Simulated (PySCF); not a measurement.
**CuBr (charge +1, doublet): density, localisation and related maps**

```xyz
2

Cu    0.0000    0.0000   -1.2496
Br    0.0000    0.0000    0.9964
```

Computed with PySCF 2.14.0, PBE0/def2-TZVPPD, non-relativistic Hamiltonian with scalar-relativistic core potentials where named, at a bond length of 2.246 Å.

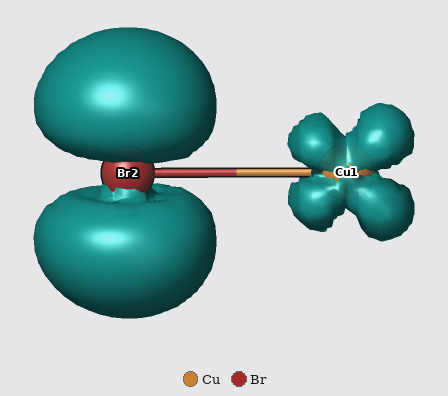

Figure 1. Isosurfaces of the spin density at +0.04 (teal) and −0.04 e/Å³ (pink), seen from one side.

Which atoms carry the spin?

The unpaired spin (1 electron) lies mostly on Br2 (about 0.8) and Cu1 (about 0.2), in electrons by Hirshfeld's partition.

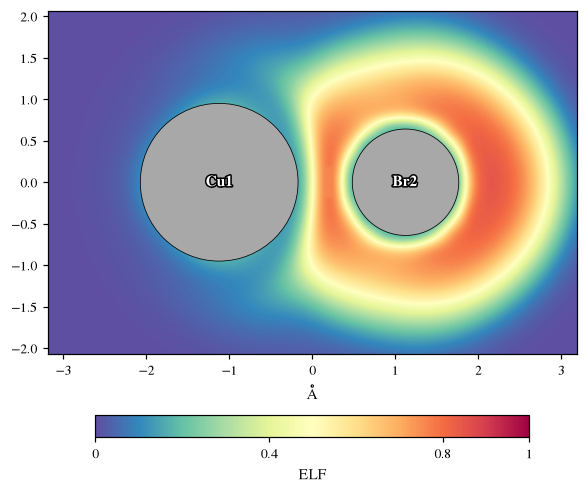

Figure 2. ELF on a plane that holds the molecular axis. Grey discs cover the atomic cores.

What do the fields say about this system?

The section cuts through Cu and Br sites. Cu–Br (2.25 Å): the ELF peaks at about 0.75 in the valence shell of Br, 1.0 Å from its nucleus, and is about 0.50 at the midpoint.

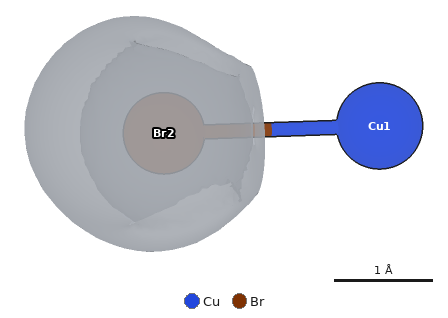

Figure 3. Isosurface of the electron localisation function at 0.75 (grey), seen from one side. Core shells and regions of very low density are left out.

What do the ELF domains correspond to?

The surface consists of one ring or bowl of non-bonding electrons around Br.
